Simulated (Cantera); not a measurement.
Input: 1 mol C₂H₂, 3.5 mol CO₂, 0.17 mol N₂, equilibrated at 10.0 Torr.

Method: chemical equilibrium by Gibbs-energy minimisation in Cantera with the NASA 1993 tables (ideal gas, pure condensed phases). Candidate condensed phases: C, C₆H₆, C₇H₈, C₈H₁₈, H₂O; 136 gas species. Rates play no part.

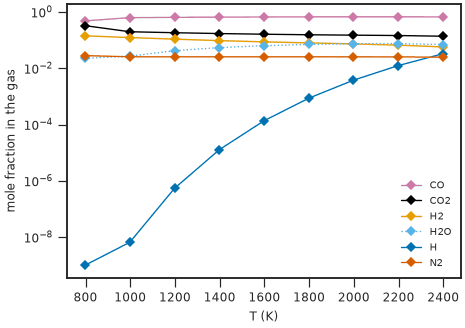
Figure: Equilibrium gas composition (values under 1e-9 drawn at 1e-9)

At 798 K the condensed part is C(graphite). From 998 K to 2398 K nothing is condensed. The main C-bearing gas is CO throughout.
